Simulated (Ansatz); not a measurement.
Frequency calculation, with input and output: WHBrClF$_{5}$

The run: frequency calculation of WHBrClF$_{5}$. Method and program: RHF/def2-SVP (Ansatz 0.2.0).

It belongs to a series of runs on one base structure; here: vibrations at the highest image of the band. Figures and captions count atoms from 1; the log counts them from 0 in places.

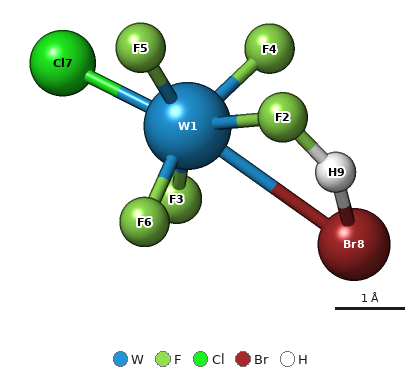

**Figure 1.** The input geometry (ball-and-stick view, seen at a tilt; atoms are numbered from 1 in the order of the input). Sticks mark near contacts.

### Input file
```yaml
crystal:
  periodic: [false, false, false]
  atoms:
    - { symbol: W, position_ang: [0.126673, 0.133948, -0.108498] }
    - { symbol: F, position_ang: [-0.343733, 0.651319, 1.833879] }
    - { symbol: F, position_ang: [1.684295, 0.105636, -1.064736] }
    - { symbol: F, position_ang: [-0.12792, 1.914644, -0.317966] }
    - { symbol: F, position_ang: [-1.614363, -0.360137, 0.17922] }
    - { symbol: F, position_ang: [0.660363, -1.419657, 0.658287] }
    - { symbol: Cl, position_ang: [-0.609232, -0.404502, -2.214215] }
    - { symbol: Br, position_ang: [2.255421, 1.219673, 1.668692] }
    - { symbol: H, position_ang: [0.715596, 1.020774, 2.185436] }
basis:
  gaussian: { orbitals: def2-SVP }
hamiltonian:
  xc: hf
phonons: {}
```

Command:
```bash
ansatz run input.yaml --threads 4 --pin off --max-ram 5120MiB --backend cpu --events-out ev --progress --plain --runs-dir out
```

### Output
```
Engine: ansatz 0.2.0, aarch64-unknown-linux-gnu
Functional definition: HF
  exchange = exact_x
  correlation = 0
1609 factors; integrals over basis functions are off by at most 3.2e-4 eV
mean field evaluation 1: about -97821.5118 eV, gradient 7.8e1 eV
mean field evaluation 2: about -97821.7875 eV, gradient 7.8e1 eV
mean field evaluation 4: about -97833.6473 eV, gradient 6.0e0 eV
mean field evaluation 8: about -97833.7863 eV, gradient 9.0e-1 eV
mean field -97833.79148528 eV, -3595.3255229585 hartree, gradient 1.7e-5 eV, S^2 0.000000; 0 other end points of the search recorded, 0 dependent functions left out
the calculation of the forces begins
reference -97833.79148528 eV, -3595.3255229585 hartree; 56, 56 occupied and 101, 101 virtual orbitals, 1609 factors
these checks for a lower state are left out or cut short: stability, starts, cluster_reference, orbital_swaps, neighbouring_geometries, increment
1609 factors; integrals over basis functions are off by at most 3.2e-4 eV
mean field evaluation 16: about -97833.2926 eV, gradient 3.7e0 eV
mean field -97833.79124532 eV, -3595.3255141400 hartree, gradient 4.6e-6 eV, S^2 0.000000; 0 other end points of the search recorded, 0 dependent functions left out
[... from here on the field's lines of each further geometry are left out, up to the last ...]
the calculation of the forces begins
reference -97833.79147307 eV, -3595.3255225097 hartree; 56, 56 occupied and 101, 101 virtual orbitals, 1609 factors
these checks for a lower state are left out or cut short: stability, starts, cluster_reference, orbital_swaps, neighbouring_geometries, increment
1609 factors; integrals over basis functions are off by at most 3.2e-4 eV
mean field -97833.79145642 eV, -3595.3255218979 hartree, gradient 4.6e-6 eV, S^2 0.000000; 0 other end points of the search recorded, 0 dependent functions left out
the calculation of the forces begins
reference -97833.79145642 eV, -3595.3255218979 hartree; 56, 56 occupied and 101, 101 virtual orbitals, 1609 factors
WARN: phonons: modes at or below zero, which the zero-point energy, F, S and C_V leave out: 1, the lowest at -1329.45 cm⁻¹. A minimum has none, and a first-order saddle one
Total energy: -97833.79148528 eV, -3595.3255229585 hartree
Atom 0 at     0.126673     0.133948    -0.108498 Å, force    -0.012896     0.003577    -0.011560 eV/Å
Atom 1 at    -0.343733     0.651319     1.833879 Å, force    -0.016205    -0.018181     0.004625 eV/Å
Atom 2 at     1.684295     0.105636    -1.064736 Å, force     0.004014     0.003588     0.009780 eV/Å
Atom 3 at    -0.127920     1.914644    -0.317966 Å, force    -0.001935     0.001365    -0.010582 eV/Å
Atom 4 at    -1.614363    -0.360137     0.179220 Å, force    -0.003682     0.002329    -0.002889 eV/Å
Atom 5 at     0.660363    -1.419657     0.658287 Å, force     0.007530     0.002945     0.003786 eV/Å
Atom 6 at    -0.609232    -0.404502    -2.214215 Å, force    -0.001759    -0.001239     0.000958 eV/Å
Atom 7 at     2.255421     1.219673     1.668692 Å, force     0.002365    -0.008976     0.002549 eV/Å
Atom 8 at     0.715596     1.020774     2.185436 Å, force     0.022568     0.014591     0.003333 eV/Å
Dipole moment:    -0.110649    -0.004639    -0.077187 e Å
Vibrations: -1329.45 27.25 91.19 104.86 154.39 207.47 233.13 249.00 277.49 328.06 338.25 371.35 397.02 489.62 561.56 716.57 751.73 772.95 784.82 860.31 1409.69 cm⁻¹, zero-point energy 0.565785 eV
```

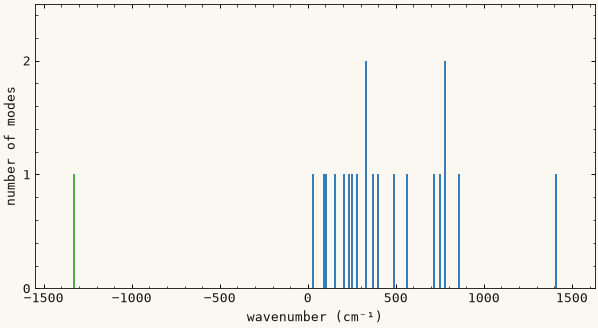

**Figure 2.** Harmonic vibrational wavenumbers from the force constants; neighbouring modes closer than 12 cm⁻¹ are counted in one stick, and imaginary ones are drawn at negative wavenumbers. 21 modes from 1329i to 1410 cm⁻¹, 1 imaginary beyond 8i (1329i cm⁻¹): a first-order saddle point, if the geometry is stationary.

### Results in brief

```csv
quantity,value
outcome,converged
total energy,−97833.7915 eV
mean-field energy,−97833.7915 eV
largest force (length of the vector),0.027 eV/Å
hardware,"4 threads of Arm Neoverse V1, 24 GiB of memory available, shared host"
wall time,2.3 min (CPU time 8.6 min)
peak memory,0.55 GiB
```
